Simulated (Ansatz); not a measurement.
# BH3Br (doublet): correlated methods under varied settings at distance B1–H4 along a hydrogen transfer = 1.348 Å

Aim: run BH3Br (doublet) at one geometry under a spread of methods and options, and see what each costs and gives.

The runs use Ansatz 0.2.0, Gaussian basis; the settings change from run to run.

16 further runs of the same task are left out: 9 for a known fault of the program, 1 for a mislabelled method, 6 that didn't finish.

**1. What is computed**

The geometry derives from fragments relaxed apart (PBE0/def2-TZVP) and kept rigid, so it is no stationary point. A hydrogen atom is moved between rigid fragments. No spin-orbit coupling is included. The filled d shell of Br may be among the frozen orbitals whatever the setting's name suggests; the logs give the count.

5 atoms, charge 0, spin multiplicity 2.

Atoms are counted from 1 here; the program's logs count them from 0.

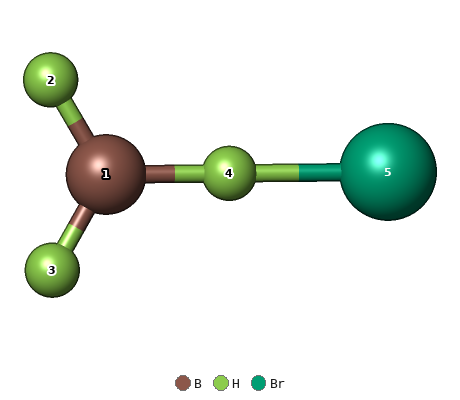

The geometry (boron brown, hydrogen green, bromine teal); atoms are numbered from 1 in the order of the file.

**2. NEVPT2(5,3)/cc-pVDZ**

Input file in.yaml:

```yaml
crystal:
  periodic: [false, false, false]
  atoms:
    - {symbol: B, position_ang: [-2.630497, 0.000000, 0.000000]}
    - {symbol: H, position_ang: [-3.227230, 1.033571, 0.000000]}
    - {symbol: H, position_ang: [-3.227230, -1.033571, 0.000000]}
    - {symbol: H, position_ang: [-1.282497, 0.000000, 0.000000]}
    - {symbol: Br, position_ang: [0.453503, 0.000000, 0.000000]}
basis:
  gaussian: {orbitals: cc-pVDZ}
magnetization: {spin_polarized: false, initial_magnetization: 1}
correlation: {method: sc_nevpt2, electrons: outside_noble_gas, active_space: {window: {electrons: 5, orbitals: 3}, states: [{multiplicity: 2, weights: [1, 0.5, 1]}], root: 2}}
scf: {lower_state_search: off}
```

Started as:

```sh
$ ansatz run in.yaml --threads 1 --pin off --events-out ev --progress --plain --max-ram 2393MiB
```

Output:

```text
Functional definition: HF
  name "HF"
  cite "Fock, Z. Phys. 61, 126 (1930) doi:10.1007/BF01340294"
  parent pbe
  exchange = exact_x
  correlation = 0
these checks for a lower state are left out or cut short: stability, starts, cluster_reference, orbital_swaps, neighbouring_geometries, increment
1049 factors; integrals over basis functions are off by at most 2.5e-7 eV
mean field evaluation 1: about -70713.6190 eV, gradient 1.3e1 eV
mean field evaluation 2: about -70713.6353 eV, gradient 1.3e1 eV
mean field evaluation 4: about -70714.8072 eV, gradient 1.7e0 eV
mean field evaluation 8: about -70714.8677 eV, gradient 4.6e-1 eV
mean field -70714.87421563 eV, -2598.7236951612 hartree, gradient 4.0e-6 eV, S^2 0.750000; 0 other end points of the search recorded, 0 dependent functions left out
reference -70714.87421563 eV, -2598.7236951612 hartree; 22, 21 occupied and 34, 35 virtual orbitals, 1049 factors
state -70714.80447957 eV, -2598.7211324082 hartree
state -70713.40370895 eV, -2598.6696550372 hartree
state -70713.37977056 eV, -2598.6687753177 hartree
state -70714.80447957 eV, -2598.7211324082 hartree; corrected -70720.28782597 eV, -2598.9226416717 hartree
state -70713.40370895 eV, -2598.6696550372 hartree; corrected -70718.73713822 eV, -2598.8656549477 hartree
state -70713.37977056 eV, -2598.6687753177 hartree; corrected -70718.71028187 eV, -2598.8646679953 hartree
Total energy: -70718.71028187 eV, -2598.8646679953 hartree
Checks for a lower state left out: stability, starts, cluster_reference, orbital_swaps, neighbouring_geometries, increment
```

It took 1.6 s on 1 thread of Arm Neoverse V2, shared host.

From the report: 1 determinant; active occupations (of the averaged states) 1.80, 1.60, 1.60.

**3. HF/cc-pVDZ**

Edit in.yaml of step 2 so:

```diff
@@ -11,3 +11,4 @@
 magnetization: {spin_polarized: false, initial_magnetization: 1}
-correlation: {method: sc_nevpt2, electrons: outside_noble_gas, active_space: {window: {electrons: 5, orbitals: 3}, states: [{multiplicity: 2, weights: [1, 0.5, 1]}], root: 2}}
-scf: {lower_state_search: off}
+hamiltonian: {xc: hf}
+accuracy: high
+output: {orbitals: {seedname: orbitals}}
```

Same command.

Output:

```text
Functional definition: HF
  name "HF"
  cite "Fock, Z. Phys. 61, 126 (1930) doi:10.1007/BF01340294"
  parent pbe
  exchange = exact_x
  correlation = 0
1130 factors; integrals over basis functions are off by at most 4.8e-9 eV
mean field evaluation 1: about -70713.6150 eV, gradient 1.3e1 eV
mean field evaluation 2: about -70713.6356 eV, gradient 1.3e1 eV
mean field evaluation 4: about -70714.8072 eV, gradient 1.7e0 eV
mean field evaluation 8: about -70714.8677 eV, gradient 4.6e-1 eV
mean field evaluation 16: about -70714.8742 eV, gradient 1.4e-8 eV
mean field -70714.87421566 eV, -2598.7236951622 hartree, gradient 1.4e-8 eV, S^2 0.750000; 0 other end points of the search recorded, 0 dependent functions left out
reference -70714.87421566 eV, -2598.7236951622 hartree; 22, 21 occupied and 34, 35 virtual orbitals, 1130 factors
Total energy: -70714.87421566 eV, -2598.7236951622 hartree
```

It took 1.2 s on 1 thread of Arm Neoverse V2, shared host.

**4. CCSD(T)/cc-pVDZ**

Edit in.yaml of step 3 so:

```diff
@@ -10,5 +10,5 @@
   gaussian: {orbitals: cc-pVDZ}
-magnetization: {spin_polarized: false, initial_magnetization: 1}
-hamiltonian: {xc: hf}
+magnetization: {spin_polarized: true, initial_magnetization: 1}
+hamiltonian: {xc: {name: PBE}}
+correlation: {method: ccsd_t, electrons: outside_noble_gas}
 accuracy: high
-output: {orbitals: {seedname: orbitals}}
```

The command is unchanged.

Output, shortened:

```text
Functional definition: PBE
  name "PBE"
  cite "Perdew, Burke & Ernzerhof, Phys. Rev. Lett. 77, 3865 (1996) doi:10.1103/PhysRevLett.77.3865"
  parent pbe
[...]
1130 factors; integrals over basis functions are off by at most 4.8e-9 eV
[...]
mean field -70756.12935071 eV, -2600.2397934117 hartree, gradient 9.6e-8 eV, S^2 0.751975; 3 other end points of the search recorded, 0 dependent functions left out
15 core orbitals not correlated: weight in the atoms' cores, before any rotation towards them, 1.000 or more for the frozen orbitals, at most 0.000 for the correlated occupied ones
reference -70714.46344752 eV, -2598.7085997116 hartree; 7, 6 occupied and 34, 35 virtual orbitals, 1130 factors
second order -5.71389892 eV of doubles, -0.28109060 eV of singles
cycle   1  -6.57479199 eV  change   -5.8e-1 eV  update   5.7e-2
[...]
cycle  22  -6.80726383 eV  change  -4.4e-10 eV  update  7.9e-10
perturbative correction -0.12327438 eV, -0.0045302500 hartree
Total energy: -70721.39398574 eV, -2598.9632922933 hartree
```

It took 10 s on 1 thread of Arm Neoverse V2, shared host.

From the report: ⟨S²⟩ of the determinant 0.752 (pure doublet: 0.75); correlation -6.9305 eV; T1 0.024; largest double amplitude 0.04. The orbitals are Kohn-Sham ones, so correlation energy and T1 don't compare with those on Hartree-Fock orbitals.

**5. BCCD(T)/cc-pVDZ**

Edit in.yaml of step 4 so:

```diff
@@ -11,4 +11,4 @@
 magnetization: {spin_polarized: true, initial_magnetization: 1}
-hamiltonian: {xc: {name: PBE}}
-correlation: {method: ccsd_t, electrons: outside_noble_gas}
-accuracy: high
+hamiltonian: {xc: {name: PBE0}}
+correlation: {method: bccd_t, electrons: outside_noble_gas}
+output: {forces: true}
```

The command is unchanged.

Output, shortened:

```text
Functional definition: PBE0
  name "PBE0"
  cite "Adamo & Barone, J. Chem. Phys. 110, 6158 (1999) doi:10.1063/1.478522"
  cite "Perdew, Burke & Ernzerhof, Phys. Rev. Lett. 77, 3865 (1996) doi:10.1103/PhysRevLett.77.3865"
  parent pbe
[...]
576 factors; integrals over basis functions are off by at most 1.9e-3 eV
[...]
mean field -70758.86618089 eV, -2600.3403700656 hartree, gradient 2.1e-6 eV, S^2 0.755029; 2 other end points of the search recorded, 0 dependent functions left out
15 core orbitals not correlated: weight in the atoms' cores, before any rotation towards them, 1.000 or more for the frozen orbitals, at most 0.000 for the correlated occupied ones
reference -70714.75062884 eV, -2598.7191534304 hartree; 7, 6 occupied and 34, 35 virtual orbitals, 576 factors
second order -5.61672659 eV of doubles, -0.15166489 eV of singles
cycle   1  -6.40415218 eV  change   -6.4e-1 eV  update   5.3e-2
[...]
cycle  14  -6.62015132 eV  change   -3.9e-8 eV  update   2.7e-7
perturbative correction -0.11296335 eV, -0.0041513264 hartree
[...]
Total energy: -70721.48374351 eV, -2598.9665908306 hartree
Atom 0 at    -2.630497     0.000000     0.000000 Å, force     0.474822    -0.000000    -0.000000 eV/Å
Atom 1 at    -3.227230     1.033571     0.000000 Å, force     0.117999     0.415216    -0.000000 eV/Å
Atom 2 at    -3.227230    -1.033571     0.000000 Å, force     0.117999    -0.415216    -0.000000 eV/Å
Atom 3 at    -1.282497     0.000000     0.000000 Å, force    -1.535424     0.000000     0.000000 eV/Å
Atom 4 at     0.453503     0.000000     0.000000 Å, force     0.824604    -0.000000    -0.000000 eV/Å
Dipole moment:    -0.416487     0.000000     0.000000 e Å
```

Run time: 9 s. Hardware: 1 thread of Arm Neoverse V2, shared host.

From the report: ⟨S²⟩ of the determinant 0.755 (pure doublet: 0.75); correlation -6.7331 eV; largest double amplitude 0.04.

**6. NEVPT2(1,4)/6-31G**

Edit in.yaml of step 5 so:

```diff
@@ -9,6 +9,4 @@
 basis:
-  gaussian: {orbitals: cc-pVDZ}
-magnetization: {spin_polarized: true, initial_magnetization: 1}
-hamiltonian: {xc: {name: PBE0}}
-correlation: {method: bccd_t, electrons: outside_noble_gas}
-output: {forces: true}
+  gaussian: {orbitals: 6-31G}
+magnetization: {spin_polarized: false, initial_magnetization: 1}
+correlation: {method: sc_nevpt2, electrons: outside_noble_gas, active_space: {window: {electrons: 1, orbitals: 4}, states: [{multiplicity: 2, weights: [1, 0.5, 1]}], root: 0}}
```

Same command.

Output, shortened:

```text
Functional definition: HF
  name "HF"
  cite "Fock, Z. Phys. 61, 126 (1930) doi:10.1007/BF01340294"
  parent pbe
[...]
768 factors; integrals over basis functions are off by at most 1.3e-7 eV
[...]
mean field -70705.53601016 eV, -2598.3805224398 hartree, gradient 3.9e-6 eV, S^2 0.750000; 4 other end points of the search recorded, 0 dependent functions left out
reference -70705.53601016 eV, -2598.3805224398 hartree; 22, 21 occupied and 22, 23 virtual orbitals, 768 factors
state -70705.24901706 eV, -2598.3699756377 hartree
state -70701.53452810 eV, -2598.2334706863 hartree
state -70694.85387084 eV, -2597.9879610603 hartree
state -70705.24901706 eV, -2598.3699756377 hartree; corrected -70708.02675409 eV, -2598.4720555908 hartree
state -70701.53452810 eV, -2598.2334706863 hartree; corrected -70704.91353987 eV, -2598.3576470784 hartree
state -70694.85387084 eV, -2597.9879610603 hartree; corrected -70698.05436084 eV, -2598.1055768984 hartree
WARN: 1 active orbitals are nearly empty or full. The corrections depend on them more than the energy does, and are more stable in an active space without them
Total energy: -70708.02675409 eV, -2598.4720555908 hartree
```

Run time: 2.4 s. Hardware: 1 thread of Arm Neoverse V2, shared host.

From the report: 2 determinants; active occupations (of the averaged states) 0.40, 0.40, 0.20, 0.00. The report marks this result as in doubt.

**7. MP2 on UHF/cc-pVDZ**

Input file in.yaml:

```yaml
crystal:
  periodic: [false, false, false]
  atoms:
    - {symbol: B, position_ang: [-2.630497, 0.000000, 0.000000]}
    - {symbol: H, position_ang: [-3.227230, 1.033571, 0.000000]}
    - {symbol: H, position_ang: [-3.227230, -1.033571, 0.000000]}
    - {symbol: H, position_ang: [-1.282497, 0.000000, 0.000000]}
    - {symbol: Br, position_ang: [0.453503, 0.000000, 0.000000]}
basis:
  gaussian: {orbitals: cc-pVDZ}
magnetization: {spin_polarized: true, initial_magnetization: 1}
correlation: {method: mp2, electrons: valence}
scf: {lower_state_search: full}
```

The command is unchanged.

Output, shortened:

```text
Functional definition: HF
  name "HF"
  cite "Fock, Z. Phys. 61, 126 (1930) doi:10.1007/BF01340294"
  parent pbe
[...]
576 factors; integrals over basis functions are off by at most 1.9e-3 eV
[...]
mean field -70715.06736102 eV, -2598.7307931232 hartree, gradient 2.6e-6 eV, S^2 0.773576; 14 other end points of the search recorded, 0 dependent functions left out
10 core orbitals not correlated: weight in the atoms' cores, before any rotation towards them, 1.000 or more for the frozen orbitals, at most 0.000 for the correlated occupied ones
reference -70715.06736102 eV, -2598.7307931232 hartree; 12, 11 occupied and 34, 35 virtual orbitals, 576 factors
second order -5.77055432 eV of doubles, -0.00000000 eV of singles
Total energy: -70720.83791534 eV, -2598.9428570832 hartree
```

It took 4.3 s on 1 thread of Arm Neoverse V2, shared host.

From the report: ⟨S²⟩ of the determinant 0.774 (pure doublet: 0.75).

**8. CCSD(T) on ROHF/6-31G**

Edit in.yaml of step 7 so:

```diff
@@ -9,5 +9,6 @@
 basis:
-  gaussian: {orbitals: cc-pVDZ}
-magnetization: {spin_polarized: true, initial_magnetization: 1}
-correlation: {method: mp2, electrons: valence}
+  gaussian: {orbitals: 6-31G}
+magnetization: {spin_polarized: false, initial_magnetization: 1}
+correlation: {method: ccsd_t, electrons: all}
 scf: {lower_state_search: full}
+output: {forces: true}
```

Same command.

Output, shortened:

```text
Functional definition: HF
  name "HF"
  cite "Fock, Z. Phys. 61, 126 (1930) doi:10.1007/BF01340294"
  parent pbe
[...]
481 factors; integrals over basis functions are off by at most 7.2e-4 eV
[...]
mean field -70705.53587341 eV, -2598.3805174145 hartree, gradient 2.2e-6 eV, S^2 0.750000; 11 other end points of the search recorded, 0 dependent functions left out
[...]
determinant -70705.53587341 eV, -2598.3805174145 hartree, with singles and doubles -70713.39712159 eV, -2598.6694129563 hartree
determinant -70704.10905558 eV, -2598.3280828263 hartree, with singles and doubles -70711.73695172 eV, -2598.6084028388 hartree
determinant -70704.08132921 eV, -2598.3270639007 hartree, with singles and doubles -70711.70604805 eV, -2598.6072671500 hartree
reference -70705.53587341 eV, -2598.3805174145 hartree; 22, 21 occupied and 22, 23 virtual orbitals, 481 factors
second order -7.56107017 eV of doubles, -0.06684340 eV of singles
cycle   1  -7.85975395 eV  change    1.5e-3 eV  update   4.6e-4
[...]
cycle   8  -7.85984685 eV  change    2.0e-6 eV  update   7.6e-7
perturbative correction -0.08603424 eV, -0.0031617002 hartree
[...]
Total energy: -70713.48175451 eV, -2598.6725231589 hartree
Atom 0 at    -2.630497     0.000000     0.000000 Å, force     0.459214    -0.000000     0.000000 eV/Å
Atom 1 at    -3.227230     1.033571     0.000000 Å, force     0.179469     0.314137     0.000000 eV/Å
Atom 2 at    -3.227230    -1.033571     0.000000 Å, force     0.179469    -0.314137     0.000000 eV/Å
Atom 3 at    -1.282497     0.000000     0.000000 Å, force    -2.359272    -0.000000     0.000000 eV/Å
Atom 4 at     0.453503     0.000000     0.000000 Å, force     1.541120    -0.000000     0.000000 eV/Å
Dipole moment:    -0.473930     0.000000    -0.000000 e Å
```

Wall time 28 s (1 thread of Arm Neoverse V2, shared host); peak memory 0.29 GiB.

From the report: correlation -7.9459 eV; T1 0.009; largest double amplitude 0.05.

**9. All runs side by side**

Where basis and cores are those of an earlier UCCSDT(Q)/cc-pVDZ run (-70721.6109 eV), and the state is the same kind, the miss against it is given. † marks a result that the program doubts.

| level | correlated | functions | energy (eV) | from UCCSDT(Q) (meV) | time |
| --- | --- | --- | --- | --- | --- |
| NEVPT2(5,3)/cc-pVDZ (excited root 2 of an average) | outside noble gas | 56 | -70718.7103 |  | 1.6 s |
| HF/cc-pVDZ |  | 56 | -70714.8742 | 6736.6 | 1.2 s |
| CCSD(T)/cc-pVDZ (on PBE orbitals) | outside noble gas | 56 | -70721.3940 | 216.9 | 10 s |
| BCCD(T)/cc-pVDZ (on PBE0 orbitals) | outside noble gas | 56 | -70721.4837 | 127.1 | 9 s |
| NEVPT2(1,4)/6-31G (lowest root of an average) † | outside noble gas | 44 | -70708.0268 |  | 2.4 s |
| MP2 on UHF/cc-pVDZ | valence | 56 | -70720.8379 |  | 4.3 s |
| CCSD(T) on ROHF/6-31G | all | 44 | -70713.4818 |  | 28 s |

**10. What came out**

| quantity | value |
| --- | --- |
| runs | 7 |
| quickest | HF/cc-pVDZ, 1.2 s |
| slowest | CCSD(T) on ROHF/6-31G, 28 s |

**Reading.** Total energies in different bases, with other cores or another treatment of relativity can't be set against each other. CCSD(T) on ROHF/6-31G took 23 times as long as HF/cc-pVDZ; the jobs differ in more than the method. Among the correlated runs with a miss given, it spans +127 to +217 meV. Hartree-Fock, CASSCF and CASCI lack dynamic correlation by design. Cores frozen from Kohn-Sham orbitals shift the total energy.
